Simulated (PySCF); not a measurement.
C4H10Cd, SMILES C[CH2][Cd][CH2]C at its GFN2-xTB optimised geometry (Å):

```
15

Cd    -0.5316    -1.1681     0.0000
C     -2.2182     0.3121     0.0000
C     -1.8705     1.3194     1.0977
H     -3.2102    -0.1019     0.1923
H     -2.2527     0.8289    -0.9671
H     -0.8776     1.7555     0.9357
H     -1.8860     0.8476     2.0851
H     -2.5889     2.1455     1.1212
C      1.7124    -1.1681     0.0000
C      2.1262    -0.2841    -1.1781
H      2.1893    -2.1455    -0.0986
H      2.0680    -0.7148     0.9341
H      1.6582     0.7057    -1.1156
H      1.8457    -0.7415    -2.1317
H      3.2102    -0.1307    -1.1981
```

Calculation: B3LYP/def2-TZVP, def2 effective core potentials past Kr run with PySCF 2.14.0. The core electrons that the potentials of Cd replace are not part of the density. Cells within 0.4 Å of a nucleus heavier than hydrogen are left out (blank, or x).

Map of the electrostatic potential (hartree/e), clipped to [-0.08, 0.12] on the plane z = 0.0 Å:

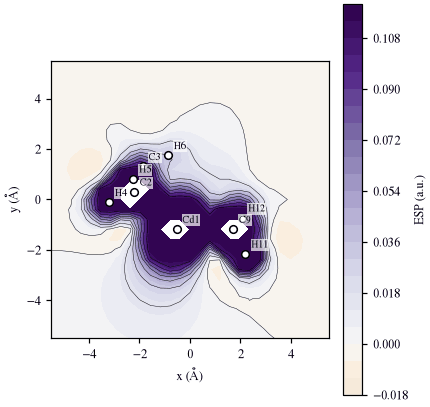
Electrostatic potential (hartree/e), clipped to [-0.08, 0.12] on the plane z = 0.0 Å.
